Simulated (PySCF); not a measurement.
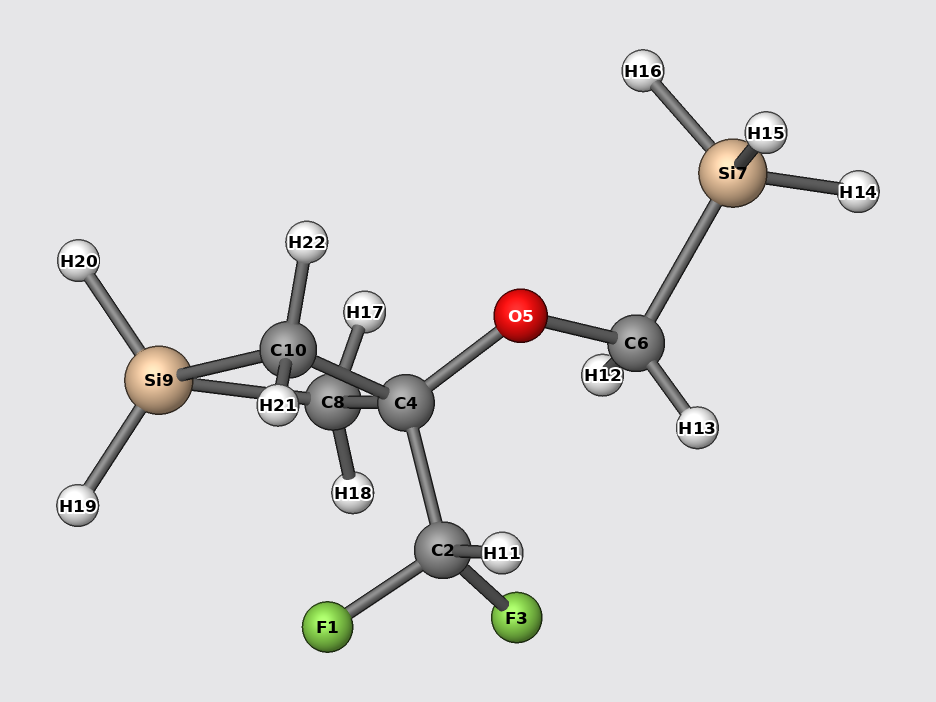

The questions are on isotropic NMR shieldings of the C atoms. Computed geometry: GFN2-xTB optimisation. No frequency run is at hand to confirm it as a minimum. Properties computed with GIAO PBE0/pcSseg-1 NMR shielding, non-relativistic, gas phase (PySCF 2.14.0).

Give the isotropic NMR shieldings of the C atoms atom by atom.

| atom | σ (ppm) |
| --- | --- |
| C2 | 61.2 |
| C4 | 105.5 |
| C6 | 133.0 |
| C8 | 174.0 |
| C10 | 164.7 |

The geometry is semi-empirical. Around Si such bond lengths and angles can be off by a tenth of an ångström or more and by several degrees, and values that hang on the shape move with them.
